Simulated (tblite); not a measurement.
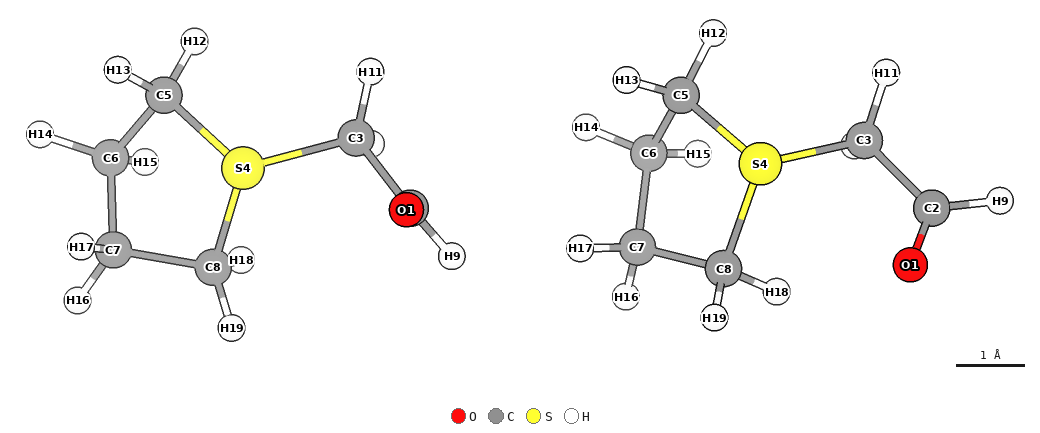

Two geometries of C$_{6}$H$_{11}$OS (charge +1), drawn at one scale. One is the start of a relaxation, the other its converged end. Style: ball-and-stick. Shown at a tilt.

The calculation used GFN2-xTB geometry optimisation, gas phase in tblite. 

> Which of the two is the end point?

The right one is the relaxed one. After 103 geometry steps the energy has fallen by 25.6 kcal/mol. The largest move after the best rigid fit is that of the O atom, 1.20 Å. Largest moves by element: O 1.20 Å, H 1.07 Å, C 0.57 Å, S 0.41 Å. Some distances before and after: C–S 1.759 → 1.832 Å, C–S 1.777 → 1.837 Å, C–O 1.234 → 1.194 Å, C–H 1.127 → 1.089 Å. Among the angles between lasting bonds that change: C–S–C 113.9° → 100.3°, S–C–C 97.2° → 106.5°, C–S–C 110.3° → 101.6°. Groups turn about C–C by about 70°, C–S by about 35°, C–S by about 30°. The run took 0.76 s on 1 thread of Arm Neoverse V1, on a shared host.
